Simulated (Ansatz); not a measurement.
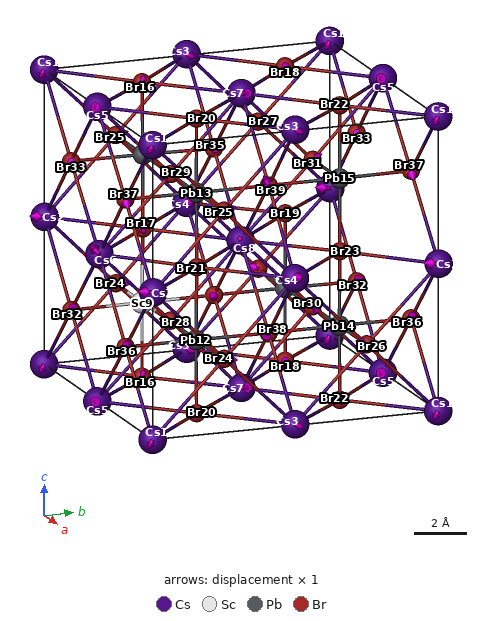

This is a relaxation of a defect cell of composition Cs₈ScPb₆Br₂₄. The starting structure is drawn; purple arrows show the displacements, at their true length.

Style: ball-and-stick. Shown: the cell of the calculation, slightly off an axis.

Computed with DFT, PBEsol, PAW, plane waves (Ansatz 0.2.0). Settings: plane-wave cutoff 420 eV; k-point mesh 1 × 1 × 1; mesh shifted by (0.25, 0.25, 0.25); collinear spin; atoms relaxed in a fixed cell; force threshold 0.03 eV/Å; at most 80 steps.

**What did the optimiser do to the structure, and how much energy did it gain?**

A Cs atom moves most: 0.74 Å roughly along [1 −3 1]. Largest moves by element: Cs 0.74 Å, Br 0.61 Å, Sc 0.09 Å, Pb 0.07 Å. The cell stays as it was. Some distances before and after: Br–Cs 4.202 → 5.344 Å, Br–Cs 4.186 → 5.304 Å, Br–Cs 4.153 → 5.214 Å, Br–Cs 4.146 → 5.138 Å. Bond angles that change, for instance: Pb–Br–Pb 179.3° → 156.1°, Pb–Br–Pb 179.5° → 157.0°, Cs–Br–Pb 90.2° → 112.1°. The energy falls by 2.050 eV per cell of the calculation in 19 geometry steps. The largest force component goes from 1.7 to 0.03 eV/Å. The forces were under the threshold at step 6, but the run went on from there.
